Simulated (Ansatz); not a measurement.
```xyz
9

Al   -0.0413    0.7390   -0.2504
H     0.2412   -0.4098    1.7286
C     1.6774    0.1011   -0.9011
H     1.7571   -0.9979   -0.8482
H     1.8047    0.3821   -1.9617
H     2.5227    0.5412   -0.3481
H    -1.4148   -0.0299   -0.4123
Br   -0.1778    2.8871    0.5104
H     0.2335    0.3181    1.9718
```

All numbers below come from RKS PBE0-D4/def2-SVP in Ansatz.

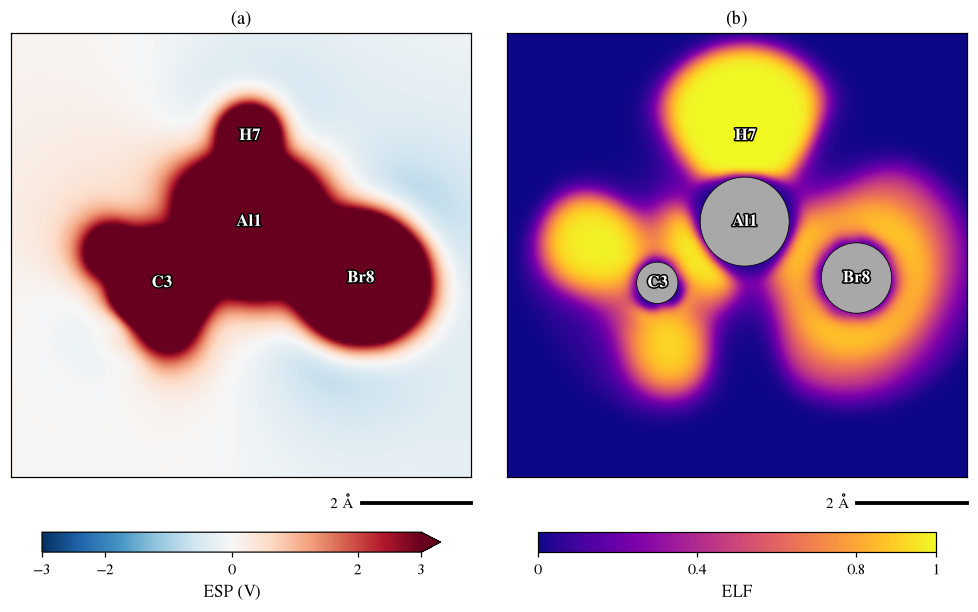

CH₄AlBr···H₂. (a) electrostatic potential; (b) electron localisation function on the plane of atoms C3, Al1 and Br8. Grey discs cover the atomic cores in the ELF map.

> Read the bonding off the picture.

The section cuts through Al, C, H and Br sites. C–Al (1.95 Å): the ELF peaks at about 0.95 between the atoms; a polar covalent bond. Al–Br (2.28 Å): the ELF peaks at about 0.85 in the valence shell of Br, 1.1 Å from its nucleus, and is about 0.85 at the midpoint. Al–H (1.58 Å): the ELF climbs to about 1 towards the hydrogen. The ELF also peaks beside Br8, away from the bonds: lone-pair regions. Outside the dense part of the complex the potential is most negative (−0.8 V) near Br8.
